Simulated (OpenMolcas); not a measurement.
# GeNH3: excited-state calculation (part 2 of 2)

The same run, continued: GeNH3, SMILES [NH2][GeH]; CASPT2/STO-3G (OpenMolcas 26.06). The geometry comes from this level: PBE0-D4/def2-TZVP.

Geometry of the input (Å):
```
N  -0.0841  -0.6022  0.0974
Ge 0.9888  0.8534  0.2598
H  0.1806  -1.5020  0.4653
H  -0.9850  -0.6201  -0.3525
H  -0.0503  1.7972  -0.5113
```

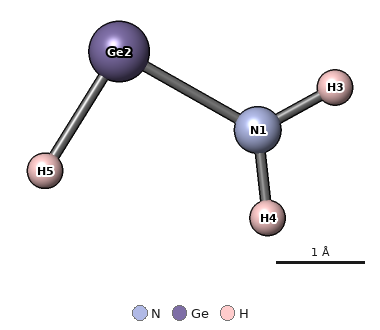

*The structure as given in the input (ball-and-stick view, seen on its broad side; atoms are numbered from 1 in the order of the input). Sticks mark near contacts.*

What the program printed, continued:
```
         14   -0.5742    2.0000
                19 GE2    3d2-   ( 0.4239)  20 GE2    3d1-   (-0.7827)  21 GE2    3d0    ( 0.3787)  22 GE2    3d1+   (-0.1111)
                23 GE2    3d2+   ( 0.2188)
         15   -0.5717    2.0000
                19 GE2    3d2-   (-0.1566)  20 GE2    3d1-   (-0.1892)  21 GE2    3d0    (-0.6405)  22 GE2    3d1+   (-0.5931)
                23 GE2    3d2+   ( 0.4178)
         16   -0.5668    2.0000
                 8 GE2    3s     (-0.1981)  19 GE2    3d2-   (-0.1321)  20 GE2    3d1-   (-0.4144)  21 GE2    3d0    (-0.5044)
                22 GE2    3d1+   ( 0.7208)
         17   -0.5484    2.0000
                 3 N1     2px    (-0.3262)   4 N1     2py    ( 0.2221)   5 N1     2pz    (-0.2225)  20 GE2    3d1-   (-0.1913)
                22 GE2    3d1+   (-0.2117)  23 GE2    3d2+   (-0.5193)  24 H3     1s     (-0.3348)  25 H4     1s     ( 0.3557)

         18   -0.4865    2.0000
                 2 N1     2s     ( 0.1473)   3 N1     2px    ( 0.2667)   4 N1     2py    ( 0.4493)   8 GE2    3s     ( 0.2899)
                11 GE2    3px    (-0.1309)  14 GE2    3py    (-0.2809)  15 GE2    4py    ( 0.1027)  19 GE2    3d2-   (-0.4250)
                20 GE2    3d1-   (-0.1461)  21 GE2    3d0    ( 0.1437)  24 H3     1s     (-0.2507)  25 H4     1s     (-0.1762)

         19   -0.3047    2.0000
                 3 N1     2px    ( 0.4066)   4 N1     2py    (-0.2098)   5 N1     2pz    (-0.8058)  11 GE2    3px    ( 0.1183)
                17 GE2    3pz    (-0.2345)
         20   -0.4509    1.9654
                 2 N1     2s     ( 0.2003)   4 N1     2py    ( 0.1414)   8 GE2    3s     (-0.6603)   9 GE2    4s     ( 0.1747)
                14 GE2    3py    (-0.2826)  15 GE2    4py    ( 0.1105)  26 H5     1s     (-0.4637)
         21   -0.1707    1.4803
                 2 N1     2s     (-0.1039)   3 N1     2px    (-0.1075)   8 GE2    3s     ( 0.5815)  11 GE2    3px    ( 0.5407)
                12 GE2    4px    (-0.1786)  17 GE2    3pz    ( 0.2881)  25 H4     1s     ( 0.1201)  26 H5     1s     (-0.5127)

         22    0.5089    0.0384
                 2 N1     2s     ( 0.1276)   8 GE2    3s     (-0.5359)  11 GE2    3px    ( 0.6840)  12 GE2    4px    (-0.1585)
                14 GE2    3py    (-0.5967)  15 GE2    4py    ( 0.1481)  17 GE2    3pz    ( 0.5012)  18 GE2    4pz    (-0.1187)
                26 H5     1s     ( 1.0177)
         23    0.1505    0.5159
                 3 N1     2px    ( 0.1722)   5 N1     2pz    (-0.3411)  11 GE2    3px    (-0.4380)  12 GE2    4px    ( 0.1248)
                14 GE2    3py    ( 0.2262)  17 GE2    3pz    ( 0.8671)  18 GE2    4pz    (-0.2470)
--

      Von Neumann Entropy (Root   1) =  0.23312

      Mulliken population analysis for root number:  1
      -----------------------------------------------

++    Molecular charges:
      ------------------

      Mulliken charges per centre and basis function type
      ---------------------------------------------------

                N1      GE2     H3      H4      H5
      1s       1.9951  2.0000  0.8587  0.8546  1.1829
      2s       1.5152  1.9995  0.0000  0.0000  0.0000
      2px      1.2354  1.9996  0.0000  0.0000  0.0000
      2pz      1.6154  1.9995  0.0000  0.0000  0.0000
      2py      1.1909  1.9995  0.0000  0.0000  0.0000
      3s       0.0000  1.7166  0.0000  0.0000  0.0000
      3px      0.0000  0.9028  0.0000  0.0000  0.0000
      3pz      0.0000  0.4470  0.0000  0.0000  0.0000
      3py      0.0000  0.5932  0.0000  0.0000  0.0000
      4s       0.0000  1.9990  0.0000  0.0000  0.0000
      3d2+     0.0000  1.9974  0.0000  0.0000  0.0000
      3d1+     0.0000  1.9952  0.0000  0.0000  0.0000
      3d0      0.0000  1.9932  0.0000  0.0000  0.0000
      3d1-     0.0000  1.9954  0.0000  0.0000  0.0000
      3d2-     0.0000  1.9760  0.0000  0.0000  0.0000
      4px      0.0000  1.9828  0.0000  0.0000  0.0000
      4pz      0.0000  1.9764  0.0000  0.0000  0.0000
      4py      0.0000  1.9786  0.0000  0.0000  0.0000
      Total    7.5520 31.5519  0.8587  0.8546  1.1829

      N-E     -0.5520  0.4481  0.1413  0.1454 -0.1829

      Total electronic charge=   42.000000

      Total            charge=   -0.000000
--

      Expectation values of various properties for root number:  1
      -----------------------------------------------------------

++    Molecular properties:
      ---------------------

      Charge (e):
                      =   -0.0000
      Dipole Moment (debye):
      Origin of the operator (angstrom)=    0.7813    0.5973    0.2217
                   X= -6.6984E-01               Y= -8.1956E-01               Z= -1.2431E-01           Total=  1.0657E+00
      Quadrupole Moment (debye*angstrom):
      Origin of the operator (angstrom)=    0.7813    0.5973    0.2217
                  XX= -2.2164E+01              XY=  3.1492E-01              XZ= -1.0710E+00              YY= -2.1135E+01
                  YZ=  4.0141E-01              ZZ= -2.0855E+01
      In traceless form (debye*angstrom)
                  XX= -1.1692E+00              XY=  4.7237E-01              XZ= -1.6066E+00              YY=  3.7396E-01
                  YZ=  6.0212E-01              ZZ=  7.9524E-01
--

      Von Neumann Entropy (Root   2) =  1.15169

      Mulliken population analysis for root number:  2
      -----------------------------------------------

++    Molecular charges:
      ------------------

      Mulliken charges per centre and basis function type
      ---------------------------------------------------

                N1      GE2     H3      H4      H5
      1s       1.9951  2.0000  0.8574  0.8448  1.0072
      2s       1.5110  1.9993  0.0000  0.0000  0.0000
      2px      1.2456  1.9996  0.0000  0.0000  0.0000
      2pz      1.6894  1.9997  0.0000  0.0000  0.0000
      2py      1.1908  1.9995  0.0000  0.0000  0.0000
      3s       0.0000  1.5168  0.0000  0.0000  0.0000
      3px      0.0000  0.6782  0.0000  0.0000  0.0000
      3pz      0.0000  0.9707  0.0000  0.0000  0.0000
      3py      0.0000  0.6047  0.0000  0.0000  0.0000
      4s       0.0000  1.9983  0.0000  0.0000  0.0000
      3d2+     0.0000  1.9975  0.0000  0.0000  0.0000
      3d1+     0.0000  1.9916  0.0000  0.0000  0.0000
      3d0      0.0000  1.9914  0.0000  0.0000  0.0000
      3d1-     0.0000  1.9937  0.0000  0.0000  0.0000
      3d2-     0.0000  1.9753  0.0000  0.0000  0.0000
      4px      0.0000  1.9793  0.0000  0.0000  0.0000
      4pz      0.0000  1.9842  0.0000  0.0000  0.0000
      4py      0.0000  1.9788  0.0000  0.0000  0.0000
      Total    7.6319 31.6586  0.8574  0.8448  1.0072

      N-E     -0.6319  0.3414  0.1426  0.1552 -0.0072

      Total electronic charge=   42.000000

      Total            charge=   -0.000000
--

      Expectation values of various properties for root number:  2
      -----------------------------------------------------------

++    Molecular properties:
      ---------------------

      Charge (e):
                      =   -0.0000
      Dipole Moment (debye):
      Origin of the operator (angstrom)=    0.7813    0.5973    0.2217
                   X=  1.6028E-01               Y=  3.2942E-01               Z= -4.6236E-03           Total=  3.6637E-01
      Quadrupole Moment (debye*angstrom):
      Origin of the operator (angstrom)=    0.7813    0.5973    0.2217
                  XX= -2.0233E+01              XY= -5.3673E-01              XZ=  1.4444E+00              YY= -2.0464E+01
                  YZ= -8.8435E-01              ZZ= -2.1858E+01
      In traceless form (debye*angstrom)
                  XX=  9.2795E-01              XY= -8.0510E-01              XZ=  2.1666E+00              YY=  5.8112E-01
                  YZ= -1.3265E+00              ZZ= -1.5091E+00
--

      Average orbitals are written to the RASORB file
      Natural orbitals for root   1 are written to the RASORB.1 file
      Natural orbitals for root   2 are written to the RASORB.2 file
      Spin density orbitals for root   1 are written to the SPDORB.1 file
      Spin density orbitals for root   2 are written to the SPDORB.2 file

--- Stop Module: rasscf /rc=_RC_ALL_IS_WELL_ ---
--- Module rasscf spent 1 second ---

--- Start Module: caspt2 ---

                                              &CASPT2

                       available to each process: 1.9 GB of memory, 1 thread

++    Wave function specifications:
      -----------------------------

      Number of closed shell electrons           8
      Number of electrons in active shells       4
      Max number of holes in RAS1 space          0
      Max number of electrons in RAS3 space      0
      Number of inactive orbitals                4
      Number of active orbitals                  4
      Number of secondary orbitals               3
      Spin quantum number                      0.0
      State symmetry                             1
      Number of CSFs                            20
      Number of CASSCF root(s) available         2
      CASPT2 state passed to geometry opt.       2
      A file JOBMIX will be created
      This is a MULTI-STATE CASSCF reference
      Number of CI roots used                    2
      These are:                                 1   2
      Off-diagonal elements of Heff are computed
--

++    Orbital specifications:
      -----------------------

      Symmetry species                           1
                                                 a
      Frozen orbitals                           15
      Inactive orbitals                          4
      Active orbitals                            4
      Secondary orbitals                         3
      Deleted orbitals                           0
      Number of basis functions                 26
--

++    CASPT2 specifications:
      ----------------------

      Type of calculation                        XDW-CASPT2
      Fock operator                              dynamically weighted
      DW Type                                    2
      DW exponent                                1.0000E+01
      IPEA shift                                 0.25
      Real shift                                 0.00
      Imaginary shift                            0.30
      The input orbitals will be transformed to quasi-canonical
      The input states will be rotated to diagonalize the Fock operator
--

--------------------------------------------------------------------------------
 Estimated memory requirements:
  POLY3 :                   250840
  RHS:                      252834
  SIGMA :                   251536
  PRPCTL:                        0
 Available workspace:    232490263

  H0 in the original model space basis:
                1               2
   1       -5.01679476     -0.00000202
   2       -0.00000202     -4.69190751

  H0 eigenvectors:
                1               2
   1        1.00000000     -0.00000622
   2        0.00000622      1.00000000

++ CASPT2 computation for group   1

********************************************************************************
 Multi-State initialization phase begins for group   1
--------------------------------------------------------------------------------
********************************************************************************
 Compute H0 matrices for state    1
--------------------------------------------------------------------------------
--------------------------------------------------------------------------------
 H0 matrices have been computed.

********************************************************************************
  CASPT2 EQUATION SOLUTION
--------------------------------------------------------------------------------

  Total nr of CASPT2 parameters:
   Before reduction:        1460
   After  reduction:        1104

 Variance of |WF0>:       0.0574233971

 The contributions to the second order correlation energy in atomic units.
-----------------------------------------------------------------------------------------------------------------------------
  IT.      VJTU        VJTI        ATVX        AIVX        VJAI        BVAT        BJAT        BJAI        TOTAL       RNORM
-----------------------------------------------------------------------------------------------------------------------------
   1    -0.000940   -0.003823   -0.000848   -0.002826   -0.006732   -0.002128   -0.001848   -0.011030   -0.030176    0.001333
   2    -0.000946   -0.003827   -0.000850   -0.002831   -0.006758   -0.002139   -0.001850   -0.011056   -0.030257    0.000104
   3    -0.000946   -0.003827   -0.000850   -0.002831   -0.006757   -0.002139   -0.001850   -0.011055   -0.030255    0.000010
-----------------------------------------------------------------------------------------------------------------------------

  FINAL CASPT2 RESULT:

      Reference energy:       -2107.2248297394
      E2 (Non-variational):      -0.0302549552
      Shift correction:          -0.0009817497
      E2 (Variational):          -0.0312367048
      Total energy:           -2107.2560664442
      Residual norm:              0.0000006700
      Reference weight:           0.98305

      Contributions to the CASPT2 correlation energy
      Active & Virtual Only:         -0.0029892073
      One Inactive Excited:          -0.0056266730
      Two Inactive Excited:          -0.0216390749

++ Denominators, etc.
--------------------------------------------------------------------------------------------------------------
 Report on small energy denominators, large coefficients, and large energy contributions.
CASE  SYMM ACTIVE-MIX  NON-ACTIVE INDICES          DENOMINATOR     RHS VALUE       COEFFICIENT     CONTRIBUTION
VJTIP    1  Mu1.0001  In1.019 In1.019               1.06458023      0.06305051     -0.05485229     -0.00345846
VJAIP    1  Mu1.0001  Se1.024 In1.019 In1.018       1.51442787      0.04043979     -0.02641677     -0.00106829
VJAIM    1  Mu1.0001  Se1.024 In1.019 In1.018       1.51442787     -0.04919409      0.03261665     -0.00160455
VJAIM    1  Mu1.0001  Se1.025 In1.019 In1.018       1.75925548     -0.05045688      0.02839649     -0.00143280
BJAIP    1  Se1.026 In1.017 Se1.026 In1.017         2.66810269      0.08230600     -0.03052664     -0.00251253
BJAIP    1  Se1.025 In1.017 Se1.026 In1.018         2.56855484      0.07563458     -0.02934927     -0.00221982
--

   (Skipping property calculation,
    use PROP keyword to activate)
--

++ CASPT2 computation for group   2

********************************************************************************
 Multi-State initialization phase begins for group   2
--------------------------------------------------------------------------------
********************************************************************************
 Compute H0 matrices for state    2
--------------------------------------------------------------------------------
--------------------------------------------------------------------------------
 H0 matrices have been computed.

********************************************************************************
  CASPT2 EQUATION SOLUTION
--------------------------------------------------------------------------------

  Total nr of CASPT2 parameters:
   Before reduction:        1460
   After  reduction:        1056

 Variance of |WF0>:       0.0454969452

 The contributions to the second order correlation energy in atomic units.
-----------------------------------------------------------------------------------------------------------------------------
  IT.      VJTU        VJTI        ATVX        AIVX        VJAI        BVAT        BJAT        BJAI        TOTAL       RNORM
-----------------------------------------------------------------------------------------------------------------------------
   1    -0.001213   -0.000687   -0.000963   -0.001752   -0.004038   -0.001194   -0.001640   -0.010998   -0.022484    0.001394
   2    -0.001221   -0.000693   -0.000968   -0.001760   -0.004053   -0.001205   -0.001644   -0.011026   -0.022569    0.000106
   3    -0.001221   -0.000693   -0.000968   -0.001759   -0.004053   -0.001205   -0.001643   -0.011026   -0.022568    0.000010
-----------------------------------------------------------------------------------------------------------------------------

  FINAL CASPT2 RESULT:

      Reference energy:       -2107.0594680620
      E2 (Non-variational):      -0.0225676495
      Shift correction:          -0.0007786995
      E2 (Variational):          -0.0233463490
      Total energy:           -2107.0828144110
      Residual norm:              0.0000006607
      Reference weight:           0.98778

      Contributions to the CASPT2 correlation energy
      Active & Virtual Only:         -0.0021725600
      One Inactive Excited:          -0.0046238811
      Two Inactive Excited:          -0.0157712085

++ Denominators, etc.
--------------------------------------------------------------------------------------------------------------
 Report on small energy denominators, large coefficients, and large energy contributions.
CASE  SYMM ACTIVE-MIX  NON-ACTIVE INDICES          DENOMINATOR     RHS VALUE       COEFFICIENT     CONTRIBUTION
VJTU     1  Mu1.0001  In1.019                       0.19151356     -0.00000128     -0.00000017      0.00000000
BJAIP    1  Se1.026 In1.017 Se1.026 In1.017         2.69593575      0.08328529     -0.03056935     -0.00254598
BJAIP    1  Se1.025 In1.017 Se1.026 In1.018         2.58587553      0.07638872     -0.02944458     -0.00224923
--

   (Skipping property calculation,
    use PROP keyword to activate)
--

  Total CASPT2 energies:

  State-specific CASPT2 energies obtained using
  rotated states do not have a well-defined physical
  meaning, however they can be extracted from the
  diagonal of the effective Hamiltonian.

++ Multi-State CASPT2 section:
********************************************************************************
  MULTI-STATE CASPT2 SECTION
--------------------------------------------------------------------------------

  Output diagonal energies have been shifted. Add    2107.0000000000000

  Effective Hamiltonian matrix (Symmetric):

                1               2
   1     -4214.25606644
   2        -0.00000401  -4214.08281441

       Total XDW-CASPT2 energies:
::    XDW-CASPT2 Root  1     Total energy:  -2107.25606644
::    XDW-CASPT2 Root  2     Total energy:  -2107.08281441

       Eigenvectors:
            1.00000000     -0.00002316
            0.00002316      1.00000000

       In terms of the input states:
            1.00000000     -0.00002938
            0.00002938      1.00000000

--

  THE ORIGINAL CI ARRAYS ARE NOW MIXED AS LINEAR
  COMBINATIONS, GIVEN BY THE EIGENVECTORS.
  A NEW JOBIPH FILE NAMED 'JOBMIX' IS PREPARED.
********************************************************************************

++ Mixed CI coefficients:
  The CI coefficients for the MIXED state nr.   1
--------------------------------------------------------------------------------
 CI COEFFICIENTS LARGER THAN  5.00E-02
  Occupation of active orbitals, and spin coupling
  of open shells. (u,d: Spin up or down).
  SGUGA info is (Midvert:IsyUp:UpperWalk/LowerWalk)
        Conf  SGUGA info        Occupation    Coefficient         Weight
           1  ( 1:1:   1/   1)   2200           -0.983840       0.967942
           6  ( 3:1:   1/   1)   2020            0.087300       0.007621
           8  ( 3:1:   3/   1)   2002            0.075384       0.005683
           9  ( 3:1:   1/   2)   ud20           -0.067245       0.004522
          11  ( 3:1:   3/   2)   ud02            0.079837       0.006374
          12  ( 3:1:   1/   3)   0220            0.054961       0.003021
          14  ( 3:1:   3/   3)   0202            0.059292       0.003515

  The CI coefficients for the MIXED state nr.   2
--------------------------------------------------------------------------------
 CI COEFFICIENTS LARGER THAN  5.00E-02
  Occupation of active orbitals, and spin coupling
  of open shells. (u,d: Spin up or down).
  SGUGA info is (Midvert:IsyUp:UpperWalk/LowerWalk)
        Conf  SGUGA info        Occupation    Coefficient         Weight
           3  ( 2:1:   2/   1)   2u0d            0.980949       0.962260
          10  ( 3:1:   2/   2)   udud            0.155474       0.024172
          15  ( 4:1:   1/   1)   uudd            0.065232       0.004255
          18  ( 5:1:   1/   2)   0u2d            0.078167       0.006110

--

--- Stop Module: caspt2 /rc=_RC_ALL_IS_WELL_ ---

.##################.
.# Happy landing! #.
.##################.

    Timing: Wall=2.20 User=1.65 System=0.54
```
